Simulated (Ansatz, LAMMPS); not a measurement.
# An extra electron or hole in glassy 76SiO2-18Al2O3-5BaO (mol %) (252 atoms)

Aim: add and remove one electron in glassy 76SiO2-18Al2O3-5BaO (mol %) (252 atoms), with atoms held and relaxed, and read trapping energy and localisation.

Calculated with Ansatz 0.2.0; Kohn-Sham DFT, PBE, PAW (set soft_1), plane waves.

## Step 1: The structure

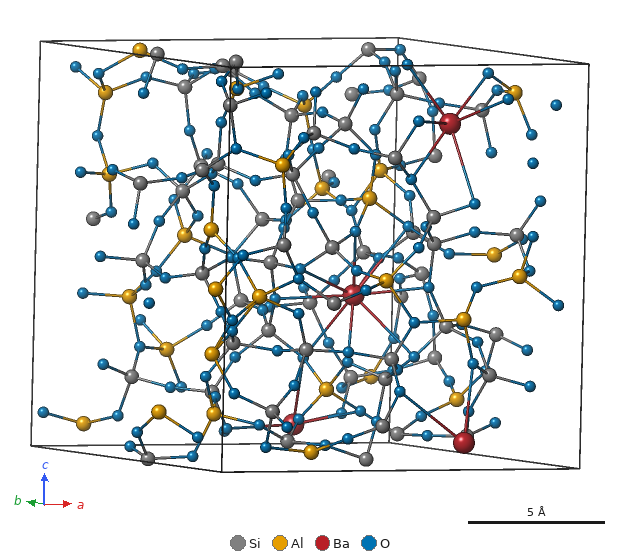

The starting structure, seen slightly off an axis (silicon grey, aluminium orange, barium red, oxygen blue). Bonds to atoms that aren't drawn are left out. Some periodic images of atoms are drawn too.

The cell holds 252 atoms: 58 Si, 28 Al, 4 Ba and 162 O. Its edges and angles: a = 14.917 Å, b = 14.917 Å, c = 14.917 Å, α = 90.0°, β = 90.0°, γ = 90.0°. 252 atoms (58 Si, 28 Al, 4 Ba, 162 O) placed at random at 2.58 g/cm³, melted at 4000 K for 10 ps at fixed volume with the Morse and Coulomb pair potential with partial charges (Pedone, Malavasi, Menziani, Cormack and Segre, J. Phys. Chem. B 110, 11780 (2006)). Quenched from 4000 K to 300 K at 50 K/ps and fixed volume, held 10 ps at zero pressure, then minimised at fixed cell.

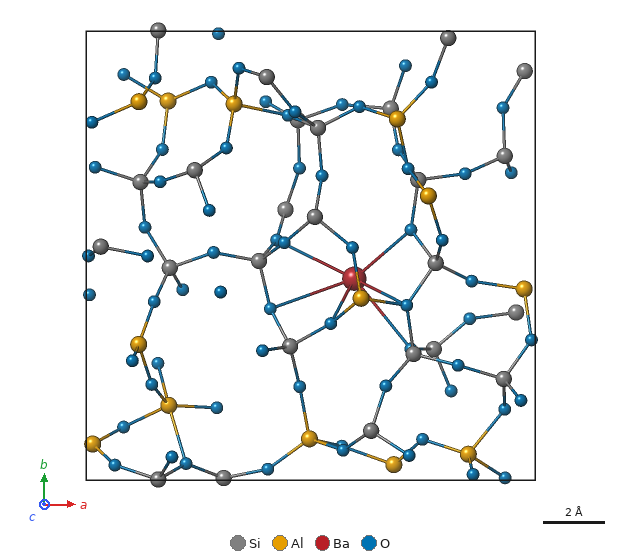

A slice 6 Å thick through the middle of the cell. Bonds to atoms that aren't drawn are left out.

Limits known from the start: The quench rate of 50 K/ps far exceeds what a furnace or splat quench reaches, so expect more defects and frozen-in strain than in a real sample. The network of bonds at the start is that of the classical potential that made the cell, and needn't be the one that DFT or experiment would give. Sampling is at Γ alone, for a cell whose shortest periodic width is 15 Å. Spin–orbit coupling is left out, which matters for the levels of the heavy elements.

## Step 2: Single point at the start

The forces at the start show how far the geometry lies from a minimum of this functional.

input.yaml reads:

```yaml
crystal:
  lattice:
    - [14.91724, 0.0, 0.0]
    - [0.0, 14.91724, 0.0]
    - [0.0, 0.0, 14.91724]
  atoms:
    - { symbol: Si, position: [0.40213, 0.89797, 0.69513] }
    - { symbol: Si, position: [0.44386, 0.60252, 0.30757] }
    - { symbol: Si, position: [0.1993, 0.11406, 0.14016] }
    - { symbol: Si, position: [0.47144, 0.80184, 0.36859] }
    - { symbol: Si, position: [0.87005, 0.99242, 0.8623] }
    - { symbol: Si, position: [0.18612, 0.47314, 0.45901] }
    - { symbol: Si, position: [0.33741, 0.86994, 0.89246] }
    - { symbol: Si, position: [0.72931, 0.28125, 0.53967] }
    - { symbol: Si, position: [0.95565, 0.80243, 0.91244] }
    - { symbol: Si, position: [0.7901, 0.81468, 0.17517] }
    - { symbol: Si, position: [0.52979, 0.11634, 0.26681] }
    - { symbol: Si, position: [0.3852, 0.37996, 0.04866] }
    - { symbol: Si, position: [0.77425, 0.29212, 0.3346] }
    - { symbol: Si, position: [0.93227, 0.7224, 0.43566] }
    - { symbol: Si, position: [0.50931, 0.58655, 0.62846] }
    - { symbol: Si, position: [0.14694, 0.24922, 0.99601] }
    - { symbol: Si, position: [0.44977, 0.00556, 0.10966] }
    - { symbol: Si, position: [0.33824, 0.67728, 0.95726] }
    - { symbol: Si, position: [0.1208, 0.66424, 0.47911] }
    - { symbol: Si, position: [0.1605, 0.00167, 0.55983] }
    - { symbol: Si, position: [0.73114, 0.4542, 0.05882] }
    - { symbol: Si, position: [0.63466, 0.11004, 0.61751] }
    - { symbol: Si, position: [0.95692, 0.71377, 0.72749] }
    - { symbol: Si, position: [0.07959, 0.53545, 0.99758] }
    - { symbol: Si, position: [0.29868, 0.61889, 0.15542] }
    - { symbol: Si, position: [0.80878, 0.12474, 0.2249] }
    - { symbol: Si, position: [0.73962, 0.66894, 0.49375] }
    - { symbol: Si, position: [0.21065, 0.34916, 0.29466] }
    - { symbol: Si, position: [0.96342, 0.70187, 0.2293] }
    - { symbol: Si, position: [0.5448, 0.26562, 0.00988] }
    - { symbol: Si, position: [0.51621, 0.78468, 0.5697] }
    - { symbol: Si, position: [0.67825, 0.8277, 0.36] }
    [... 214 atom lines left out ...]
    - { symbol: O, position: [0.74011, 0.76523, 0.08968] }
    - { symbol: O, position: [0.93214, 0.15801, 0.47906] }
    - { symbol: O, position: [0.21497, 0.42438, 0.36664] }
    - { symbol: O, position: [0.85423, 0.70167, 0.70539] }
    - { symbol: O, position: [0.35248, 0.4112, 0.95417] }
    - { symbol: O, position: [0.9226, 0.89849, 0.87789] }
kpoints:
  mp_grid: { grid: [1, 1, 1] }
hamiltonian:
  xc: pbe
  pseudopotentials: { kind: paw, azcp: { folder: soft_1 } }
scf:
  occupations: { method: gaussian, width: 0.05 }
output:
  forces: true
```

The run is started by

```
$ ansatz run input.yaml --threads 16 --pin off --max-ram 31232MiB --backend cpu --events-out ev --progress --plain --runs-dir out
```

Numbers of over 12 decimals in the logs are rounded to 6 here.

Log:

```text
[...]
Pseudopotentials: kind: paw
Pseudopotential: Si, paw, valence charge 4, recommended cutoff 420 eV (normal), soft_1/Si.paw.azcp
Pseudopotential: Al, paw, valence charge 3, recommended cutoff 420 eV (normal), soft_1/Al.paw.azcp
Pseudopotential: Ba, paw, valence charge 10, recommended cutoff 420 eV (normal), soft_1/Ba.paw.azcp
Pseudopotential: O, paw, valence charge 6, recommended cutoff 420 eV (normal), soft_1/O.paw.azcp
[...]
Crystal: 252 atoms, lattice volume = 3319.445 Å³
Basis set: ecut = 420 eV, 64973 PW (Γ), exchange–correlation on 200×200×200 points (8 copies of the dense FFT grid, shifted against one another)
Bands: 916, of which v1, the nominal top of the filled ones, is band 664 counted from 1 (663 counted from 0)
Symmetry: 1 space group operations
Space group: P1 (ITA 1), of the structure as read, at distance tolerance 1.5e-4 Å
k-points: 1
[...]
Initial density: superposition of atomic densities (chi_scale 0.1, normalization cell, long waves 28 % of neutral atoms (reshape's long-wave potential 1.28 eV rms, cloud 2.81 Å wide))
Initial wavefunctions: pseudopotential atomic-orbital guess
[...]
SCF iter   1: F=—  HF=-168080.742767 eV  |F-HF|=—  |Δ(HF+E_count)|=         —  Δρ=1.26e-1  dr2=5.14e2  ethr=3.10e-3  ⟨swp⟩=8.0  Hψ=4863  notcnv=0  defer=230
preconditioner: auto → Resta (q_TF=auto, 2.342 Å⁻¹)  ε∞=3.1  [insulator: Δε(μ)=1.467 eV  Ē_g=16.253 eV  σ=0.050 eV  W_gap=1.00  n_scr=738 (ndim 8)  ℏωp=23.4 eV  f_vac=0.052  D(μ)=0.00/eV (n_scr^D=0)  ε∞_Penn≈3.1]
SCF iter   2: F=—  HF=-167939.724723 eV  |F-HF|=—  |Δ(HF+E_count)|=    1.41e2  Δρ=4.34e-2  dr2=4.07e1  ethr=3.10e-3  ⟨swp⟩=3.0  Hψ=2208  notcnv=0  defer=247
SCF iter   3: F=—  HF=-167933.282274 eV  |F-HF|=—  |Δ(HF+E_count)|=    6.44e0  Δρ=2.09e-2  dr2=1.27e1  ethr=3.06e-3  ⟨swp⟩=5.0  Hψ=1181  notcnv=0  defer=101
automatic band count: iteration 3 solves 770 bands in place of 916: the levels show a gap, and the empty bands left out lie too high to hold charge; the band table lists the bands solved (type scf.n_extra_bands for more)
SCF iter   4: F=—  HF=-167932.154263 eV  |F-HF|=—  |Δ(HF+E_count)|=    1.13e0  Δρ=5.81e-3  dr2=8.92e-1  ethr=9.54e-4  ⟨swp⟩=4.0  Hψ=1561  notcnv=0  defer=101
SCF iter   5: F=—  HF=-167932.112975 eV  |F-HF|=—  |Δ(HF+E_count)|=   4.13e-2  Δρ=2.08e-3  dr2=1.42e-1  ethr=6.72e-5  ⟨swp⟩=3.0  Hψ=1325  notcnv=0  defer=101
[...]
SCF iter  12: F=—  HF=-167932.195740 eV  |F-HF|=—  |Δ(HF+E_count)|=   1.29e-7  Δρ=3.16e-6  dr2=2.45e-7  ethr=1.41e-10  ⟨swp⟩=2.0  Hψ=1329  notcnv=0  defer=101
SCF iter  13: F=-167932.195740 eV  HF=-167932.195740 eV  |F-HF|=7.12e-8  |Δ(HF+E_count)|=   4.09e-8  Δρ=1.93e-6  dr2=9.17e-8  ethr=7.53e-12  ⟨swp⟩=4.0  Hψ=2616  notcnv=0
SCF 1 converged in 13 iterations: F = -167932.195740 eV  dr2 = 9.17e-8
[...]
SCF converged after 13 iterations
Free energy (F): -167932.195740 eV
Harris-Foulkes:  -167932.195740 eV  (|F-HF|=7.12e-8)
Internal energy: -167932.195740 eV  (E = F + TS)
E sigma→0 (E₀):  -167932.195740 eV
Fermi energy:    5.674990 eV
--- Per-component energies (eV) ---
[...]
Σ components = -167932.195740   (vs F -167932.195740, Δ=0.00e0)
--- Forces (eV/Å), atoms counted from 1 ---
  atom   1  Si    -0.21535768     0.16775138    -0.50542628
  atom   2  Si    -0.43919191     0.25587156    -0.25520862
  atom   3  Si    -0.67126377     1.40409858     0.74713178
  atom   4  Si    -0.05141984    -0.67511892     0.31136880
[...]
atom 252  O      0.39143899     0.42779381    -0.18701121
  max |Σ_I F_I| component: 5.52e-5 eV/Å
```

Wall time 45 s (16 threads of Arm Neoverse V1, shared host); peak memory 6.9 GiB.

The r.m.s. force at the start is 0.73 eV/Å.

## Step 3: Relaxation

The atoms are relaxed in the fixed cell, aiming at the force tolerance of the input.

input.yaml reads:

```yaml
crystal:
  lattice:
    - [14.91724, 0.0, 0.0]
    - [0.0, 14.91724, 0.0]
    - [0.0, 0.0, 14.91724]
  atoms:
    [... the 252 atom lines of step 2 ...]
kpoints:
  mp_grid: { grid: [1, 1, 1] }
hamiltonian:
  xc: pbe
  pseudopotentials: { kind: paw, azcp: { folder: soft_1 } }
scf:
  occupations: { method: gaussian, width: 0.05 }
output:
  forces: true
relax:
  f_tol: 0.05
  max_steps: 120
```

Log:

```text
[...]
Crystal: 252 atoms, lattice volume = 3319.445 Å³
Basis set: ecut = 420 eV, 64973 PW (Γ), exchange–correlation on 200×200×200 points (8 copies of the dense FFT grid, shifted against one another)
Bands: 916, of which v1, the nominal top of the filled ones, is band 664 counted from 1 (663 counted from 0)
Symmetry: 1 space group operations
[...]
k-points: 1
[...]
SCF iter   1: F=—  HF=-168080.742768 eV  |F-HF|=—  |Δ(HF+E_count)|=         —  Δρ=1.26e-1  dr2=5.14e2  ethr=3.10e-3  ⟨swp⟩=8.0  Hψ=4863  notcnv=0  defer=230
[...]
SCF iter   9: F=—  HF=-167932.195763 eV  |F-HF|=—  |Δ(HF+E_count)|=   3.31e-4  Δρ=6.89e-5  dr2=1.20e-4  ethr=2.33e-8  ⟨swp⟩=2.0  Hψ=1329  notcnv=0  defer=247
SCF iter  10: F=-167932.195739 eV  HF=-167932.195740 eV  |F-HF|=1.66e-6  |Δ(HF+E_count)|=   2.25e-5  Δρ=1.14e-5  dr2=6.07e-6  ethr=4.71e-9  ⟨swp⟩=2.0  Hψ=2899  notcnv=0
SCF 1 converged in 10 iterations: F = -167932.195739 eV  dr2 = 6.07e-6
[...]
relax step   1: F+E_penalty+E_count = -167932.19573870 eV  Δ(F+E_penalty+E_count) = +0.000e0 eV  max|allowed force component| = 2.834e0 eV/Å  Δτ_max = 0.0000 Å  (10 SCF iters, dr2 threshold 6.25e-5 eV, accepted)
[...]
relax step   2: F+E_penalty+E_count = -167936.62056959 eV  Δ(F+E_penalty+E_count) = -4.425e0 eV  max|allowed force component| = 1.704e0 eV/Å  Δτ_max = 0.1950 Å  (6 SCF iters, dr2 threshold 1.00e-4 eV, accepted)
[...]
relax step   3: F+E_penalty+E_count = -167940.73849772 eV  Δ(F+E_penalty+E_count) = -4.118e0 eV  max|allowed force component| = 8.774e-1 eV/Å  Δτ_max = 0.1954 Å  (7 SCF iters, dr2 threshold 1.00e-4 eV, accepted)
relax step   4: F+E_penalty+E_count = -167941.45113269 eV  Δ(F+E_penalty+E_count) = -7.126e-1 eV  max|allowed force component| = 7.978e-1 eV/Å  Δτ_max = 0.1949 Å  (6 SCF iters, dr2 threshold 1.00e-4 eV, accepted)
relax step   5: F+E_penalty+E_count = -167942.03767945 eV  Δ(F+E_penalty+E_count) = -5.865e-1 eV  max|allowed force component| = 4.634e-1 eV/Å  Δτ_max = 0.2000 Å  (6 SCF iters, dr2 threshold 1.00e-4 eV, accepted)
relax step   6: F+E_penalty+E_count = -167942.28608177 eV  Δ(F+E_penalty+E_count) = -2.484e-1 eV  max|allowed force component| = 3.800e-1 eV/Å  Δτ_max = 0.0965 Å  (6 SCF iters, dr2 threshold 7.25e-5 eV, accepted)
relax step   7: F+E_penalty+E_count = -167942.50703814 eV  Δ(F+E_penalty+E_count) = -2.210e-1 eV  max|allowed force component| = 2.544e-1 eV/Å  Δτ_max = 0.2000 Å  (7 SCF iters, dr2 threshold 4.87e-5 eV, accepted)
relax step   8: F+E_penalty+E_count = -167942.59705312 eV  Δ(F+E_penalty+E_count) = -9.001e-2 eV  max|allowed force component| = 2.213e-1 eV/Å  Δτ_max = 0.0676 Å  (6 SCF iters, dr2 threshold 2.90e-5 eV, accepted)
relax step   9: F+E_penalty+E_count = -167942.66849597 eV  Δ(F+E_penalty+E_count) = -7.144e-2 eV  max|allowed force component| = 9.380e-1 eV/Å  Δτ_max = 0.2000 Å  (7 SCF iters, dr2 threshold 2.19e-5 eV, accepted)
relax step  10: F+E_penalty+E_count = -167942.79968505 eV  Δ(F+E_penalty+E_count) = -1.312e-1 eV  max|allowed force component| = 2.835e-1 eV/Å  Δτ_max = 0.0916 Å  (6 SCF iters, dr2 threshold 1.00e-4 eV, accepted)
relax step  11: F+E_penalty+E_count = -167942.90167060 eV  Δ(F+E_penalty+E_count) = -1.020e-1 eV  max|allowed force component| = 2.143e-1 eV/Å  Δτ_max = 0.2000 Å  (7 SCF iters, dr2 threshold 7.34e-6 eV, accepted)
relax step  12: F+E_penalty+E_count = -167942.95258820 eV  Δ(F+E_penalty+E_count) = -5.092e-2 eV  max|allowed force component| = 2.524e-1 eV/Å  Δτ_max = 0.2000 Å  (8 SCF iters, dr2 threshold 4.20e-6 eV, accepted)
relax step  13: F+E_penalty+E_count = -167942.98293666 eV  Δ(F+E_penalty+E_count) = -3.035e-2 eV  max|allowed force component| = 2.623e-1 eV/Å  Δτ_max = 0.0860 Å  (6 SCF iters, dr2 threshold 3.64e-5 eV, accepted)
relax step  14: F+E_penalty+E_count = -167942.98388306 eV  Δ(F+E_penalty+E_count) = -9.464e-4 eV  max|allowed force component| = 2.606e-1 eV/Å  Δτ_max = 0.0012 Å  (2 SCF iters, dr2 threshold 6.88e-5 eV, accepted)
relax step  15: F+E_penalty+E_count = -167943.03166255 eV  Δ(F+E_penalty+E_count) = -4.778e-2 eV  max|allowed force component| = 2.922e-1 eV/Å  Δτ_max = 0.1924 Å  (6 SCF iters, dr2 threshold 6.71e-5 eV, accepted)
relax step  16: F+E_penalty+E_count = -167943.06762939 eV  Δ(F+E_penalty+E_count) = -3.597e-2 eV  max|allowed force component| = 2.409e-1 eV/Å  Δτ_max = 0.1516 Å  (5 SCF iters, dr2 threshold 8.43e-5 eV, accepted)
relax step  17: F+E_penalty+E_count = -167943.12494303 eV  Δ(F+E_penalty+E_count) = -5.731e-2 eV  max|allowed force component| = 1.640e-1 eV/Å  Δτ_max = 0.2000 Å  (7 SCF iters, dr2 threshold 3.94e-5 eV, accepted)
relax step  18: F+E_penalty+E_count = -167943.14249195 eV  Δ(F+E_penalty+E_count) = -1.755e-2 eV  max|allowed force component| = 1.339e-1 eV/Å  Δτ_max = 0.0539 Å  (6 SCF iters, dr2 threshold 1.25e-5 eV, accepted)
relax step  19: F+E_penalty+E_count = -167943.15301866 eV  Δ(F+E_penalty+E_count) = -1.053e-2 eV  max|allowed force component| = 8.035e-2 eV/Å  Δτ_max = 0.0405 Å  (6 SCF iters, dr2 threshold 8.31e-6 eV, accepted)
relax step  20: F+E_penalty+E_count = -167943.13939851 eV  Δ(F+E_penalty+E_count) = +1.362e-2 eV  max|allowed force component| = 2.803e-1 eV/Å  Δτ_max = 0.2000 Å  (9 SCF iters, rejected (line search))
relax step  21: F+E_penalty+E_count = -167943.16816786 eV  Δ(F+E_penalty+E_count) = -1.515e-2 eV  max|allowed force component| = 5.007e-2 eV/Å  Δτ_max = 0.0921 Å  (9 SCF iters, accepted)
relax step  22: F+E_penalty+E_count = -167943.16057394 eV  Δ(F+E_penalty+E_count) = +7.594e-3 eV  max|allowed force component| = 2.244e-1 eV/Å  Δτ_max = 0.0828 Å  (9 SCF iters, rejected (line search))
[...]
relax step  23: F+E_penalty+E_count = -167943.17236707 eV  Δ(F+E_penalty+E_count) = -4.199e-3 eV  max|allowed force component| = 4.444e-2 eV/Å  Δτ_max = 0.0400 Å  (9 SCF iters, accepted)
SCF converged after 9 iterations
Free energy (F): -167943.172367 eV
[...]
Internal energy: -167943.172367 eV  (E = F + TS)
E sigma→0 (E₀):  -167943.172367 eV
Fermi energy:    5.694273 eV
[...]
Σ components = -167943.172367   (vs F -167943.172367, Δ=0.00e0)
--- Forces (eV/Å), atoms counted from 1 ---
  atom   1  Si    -0.00608809    -0.00436594     0.00632420
  atom   2  Si    -0.00805457     0.00059557     0.00528351
  atom   3  Si    -0.00456599     0.00568387     0.00142528
  atom   4  Si    -0.00440805     0.00430960     0.00421099
[...]
atom 252  O      0.00005532     0.00271522    -0.01156705
  max |Σ_I F_I| component: 2.59e-5 eV/Å
--- Relaxed structure (23 steps of the walk, 21 accepted, 0 SCFs on fresh bases) ---
  F+E_penalty+E_count = -167943.17236707 eV   max|allowed force component| = 4.444e-2 eV/Å
  atoms:
    - { symbol: Si, position: [0.408601, 0.891086, 0.690315] }
    - { symbol: Si, position: [0.445076, 0.599123, 0.306870] }
    - { symbol: Si, position: [0.203339, 0.113374, 0.138373] }
    - { symbol: Si, position: [0.475574, 0.789357, 0.369040] }
[...]
- { symbol: O, position: [0.920942, 0.906258, 0.877251] }
```

Wall time 11 min (16 threads); peak memory 6.9 GiB; 2.8 h of CPU time.

The relaxation converged after 23 steps, 11.0 eV below its start, with a largest force component of 0.044 eV/Å.

(Part 1 of 3 ends here.)

[Logs are printed without paths, hosts, clocks, repeated set-up lines and the standing remarks that a program may print on its own settings, such as how far it seeks lower states.]

[Hosts, paths, dates, database ids (printed as entryN), source tags and the programs' standing remarks are cut or masked in the printed files.]
